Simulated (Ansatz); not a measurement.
```yaml
atoms:
  - { symbol: Cu, position_ang: [-0.0056, 0.0029, -1.1391] }
  - { symbol: N, position_ang: [0.0035, -0.0019, 0.8169] }
  - { symbol: H, position_ang: [-0.4075, 0.8490, 1.1907] }
  - { symbol: H, position_ang: [0.9495, -0.0712, 1.1814] }
  - { symbol: H, position_ang: [-0.5259, -0.7863, 1.1870] }
  - { symbol: Cl, position_ang: [-0.0140, 0.0075, -3.2368] }
```

Geometry: B3LYP-D4/def2-TZVP.

The calculation used RKS PBE0-D4/def2-TZVP in Ansatz 0.2.0.

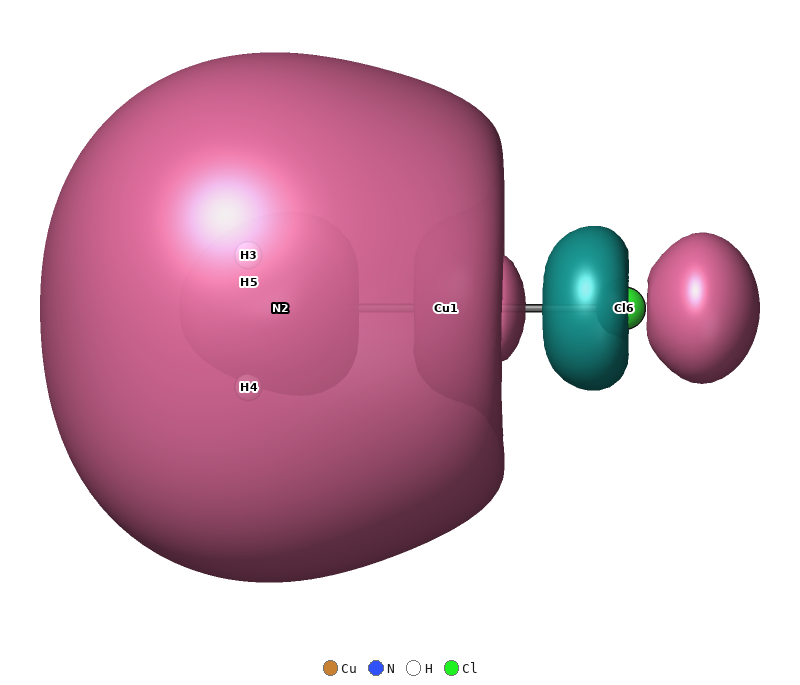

ClCuH₃N. One frontier orbital at ±0.04 Å⁻³ᐟ² (teal and pink are the two phases), seen from one side.

**Which orbital is it: HOMO or LUMO?**

The LUMO, at −0.83 eV. Its weight (Hirshfeld) is mainly on Cu1 (about 30 %), H3 (about 15 %), H4 (about 15 %), H5 (about 15 %) and N2 (about 15 %).
